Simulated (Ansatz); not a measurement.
H6O2Si2···SiH4

Input file:

```
crystal:
  periodic: [false, false, false]
  atoms:
    - { symbol: Si, position_ang: [-0.189657, -0.218084, -0.079482] }
    - { symbol: O, position_ang: [-0.518501, -0.525531, 1.52763] }
    - { symbol: H, position_ang: [-0.657967, 0.223189, 2.114313] }
    - { symbol: O, position_ang: [1.424104, 0.062781, -0.393244] }
    - { symbol: H, position_ang: [2.024784, -0.666744, -0.192226] }
    - { symbol: Si, position_ang: [-1.392719, 1.591227, -0.954446] }
    - { symbol: H, position_ang: [-2.76229, 1.127427, -1.314079] }
    - { symbol: H, position_ang: [-1.536384, 2.700229, 0.028795] }
    - { symbol: H, position_ang: [-0.740271, 2.119426, -2.181384] }
    - { symbol: H, position_ang: [-0.562528, -1.496491, -0.736206] }
    - { symbol: Si, position_ang: [1.731347, 2.229999, 1.369999] }
    - { symbol: H, position_ang: [3.004482, 1.475067, 1.418403] }
    - { symbol: H, position_ang: [1.477508, 2.804536, 0.030087] }
    - { symbol: H, position_ang: [1.827916, 3.358656, 2.339956] }
    - { symbol: H, position_ang: [0.614077, 1.375413, 1.796084] }
basis:
  gaussian: { orbitals: "6-31G*" }
hamiltonian:
  xc: r2scanh
  dispersion: d4
relax:
  f_tol: 0.03
  max_steps: 50
output:
  orbitals: {}
```

Run with:

```sh
ansatz run input.yaml --threads 4 --pin off --max-ram 5120MiB --backend cpu --events-out ev --progress --plain --runs-dir out
```

The fields are those of the run's last geometry, not of the input's.

The calculation used Ansatz, RKS r2SCANh-D4/6-31G*.

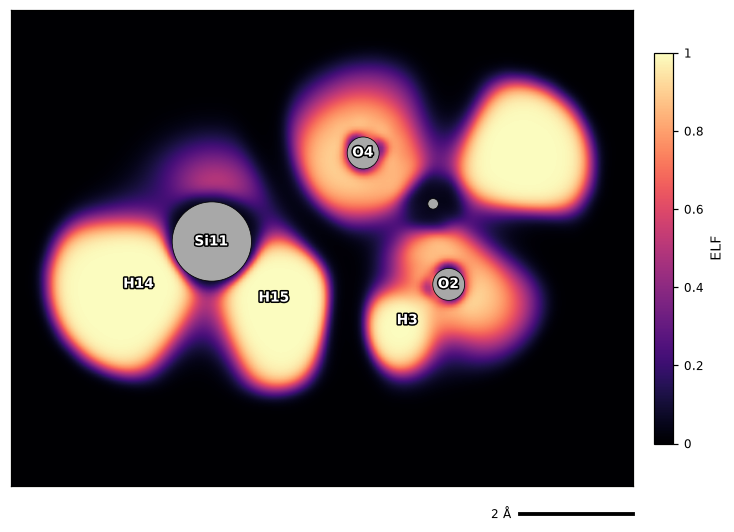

Figure 1. ELF on the plane of atoms H14, Si11 and H15. Grey discs cover the atomic cores.

Describe what can be read from this map.

Answer. The plane passes through O, H and Si nuclei. Si11···O4 (3.09 Å): the ELF dips to about 0.05 between them. O–H (0.97 Å): the ELF climbs to about 1 towards the hydrogen, as it does in any bond to H: a covalent bond by its length. Si–H (1.49 Å): the ELF climbs to about 1 towards the hydrogen. The ELF also peaks beside O2 and O4, away from the bonds: lone-pair regions.

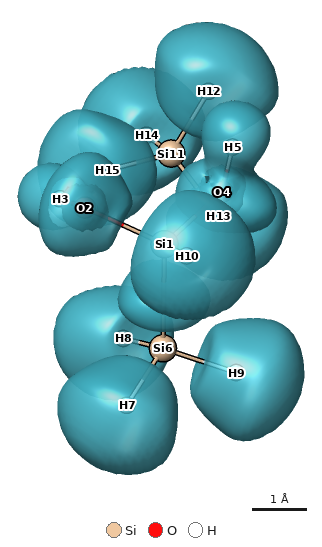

Figure 2. Isosurface of the ELF at 0.75 (cyan), seen at an oblique angle. Core shells and regions of very low density are left out.

Where are the electrons localised?

Answer. The surface consists of one region between bonded Si–Si atoms (shared pairs), eight regions around hydrogen nuclei and two joined regions spread over several atoms (H, O), in which their bonds and any lone pairs are merged. Profiles from the grid: Si–O (1.66 Å): the ELF peaks at about 0.85 between the atoms; a shared but strongly polarised pair.

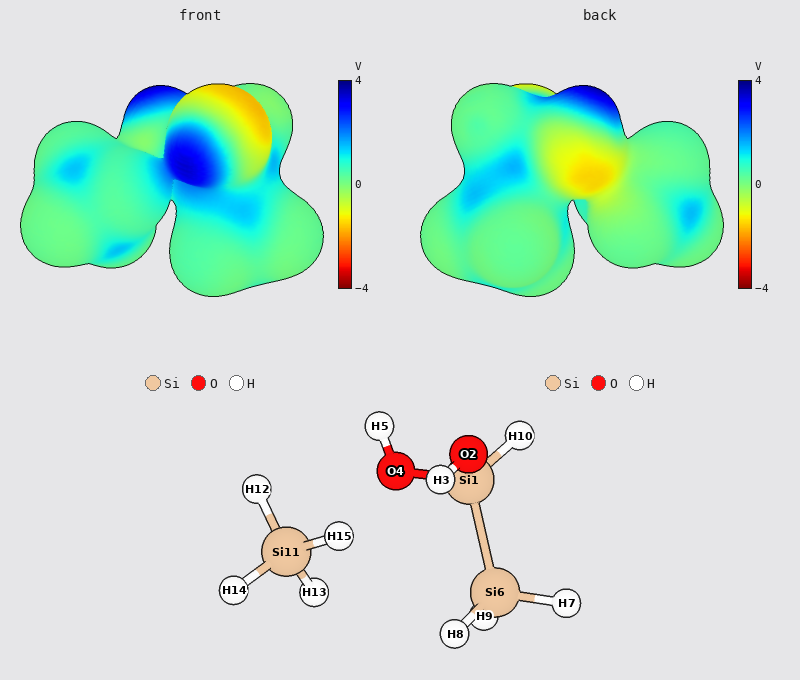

Figure 3. The electrostatic potential painted on the density surface at 0.004 e/bohr³, seen from the front and from behind; the colour scale runs from red (negative) to blue (positive). The bare structure is drawn below in the same view.

Where is the surface potential most negative and most positive?

Answer. The most negative region (about −1.6 V) lies over O2, the most positive (about +3.4 V) over H3 and H5. O2 is the likeliest acceptor of a hydrogen bond.
